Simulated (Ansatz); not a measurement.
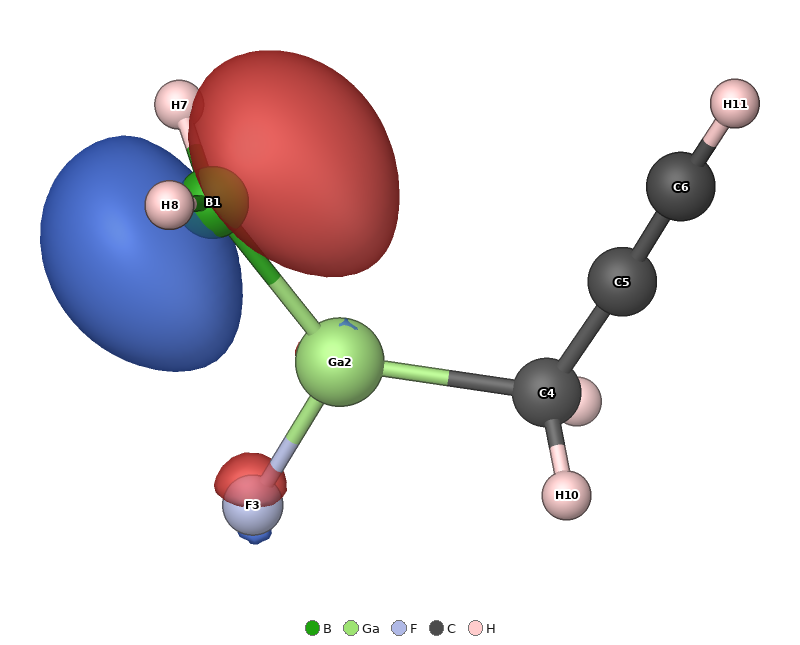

Figure 1: C3H5BFGa (SMILES [BH2][Ga]([F])[CH2]C#C). The LUMO at ±0.15 Å⁻³ᐟ² (red and blue are the two phases), seen at a tilt.

These are results of RKS B3LYP/def2-SVP in Ansatz, not measurements.

Input

```
crystal:
  periodic: [false, false, false]
  atoms:
    - { symbol: B, position_ang: [-1.5548, -0.2033, 1.7227] }
    - { symbol: Ga, position_ang: [0.7815, -0.7344, 1.2899] }
    - { symbol: F, position_ang: [-0.1038, -2.3955, 0.6101] }
    - { symbol: C, position_ang: [2.23062, 1.29059, 0.73897] }
    - { symbol: C, position_ang: [1.41574, 2.09067, 1.74326] }
    - { symbol: C, position_ang: [0.78107, 2.73274, 2.50978] }
    - { symbol: H, position_ang: [-1.9008, 0.1607, 0.6243] }
    - { symbol: H, position_ang: [-0.538, 0.2381, 2.1479] }
    - { symbol: H, position_ang: [1.6491, 0.3841, 0.437] }
    - { symbol: H, position_ang: [3.13549, 0.87643, 1.3292] }
    - { symbol: H, position_ang: [0.19096, 3.28048, 3.1928] }
basis:
  gaussian: { orbitals: def2-SVP }
hamiltonian:
  xc: b3lyp
relax:
  f_tol: 0.015
  max_steps: 40
output:
  orbitals: {}
```

Launched as:

```sh
ansatz run input.yaml --threads 2 --pin off --max-ram 3072MiB --backend cpu --events-out ev --progress --plain --runs-dir out
```

The fields are those of the run's last geometry, not of the input's.

> What is the character of this orbital?

It lies mainly on B1 (about 65 %), Ga2 (about 15 %), H7 (about 5 %) and H8 (about 5 %). Its energy is −2.87 eV.
